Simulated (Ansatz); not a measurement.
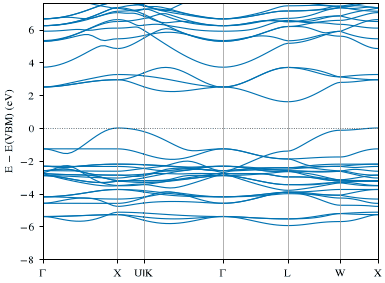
Band structure from r²SCAN in the plane-wave PAW code Ansatz

Question: Read off the gap and where the band edges lie.

Answer: About 1.6 eV (1.60 eV by a search for the band edges); maximum at X, minimum at L.

Question: Pick the material that matches.
A. KRb2RhF6, Fm-3m (K on 4b, Rb on 8c, Rh on 4a, F on 24e)
B. LaH3, Fm-3m (La on 4a, H on 4b, H on 8c)
C. Li3Sb, Fm-3m (Li on 4b, Li on 8c, Sb on 4a)
D. Rb2AgSbCl6, Fm-3m (Rb on 8c, Ag on 4b, Sb on 4a, Cl on 24e)

Answer: D, Rb2AgSbCl6, Fm-3m (Rb on 8c, Ag on 4b, Sb on 4a, Cl on 24e)

The workflow started from a Materials Project entry (that database holds measured and hypothetical structures alike); the Crystallography Open Database copy checked does not list it. Whether it is the stable phase at ambient conditions was not checked. The r²SCAN relaxation kept the symmetry of its start; its stability against distortions is not shown here. No spin polarisation was allowed. Scalar-relativistic: spin–orbit coupling is off unless named, which matters more the heavier the elements.

Potentials: the later of the program's two PAW sets.
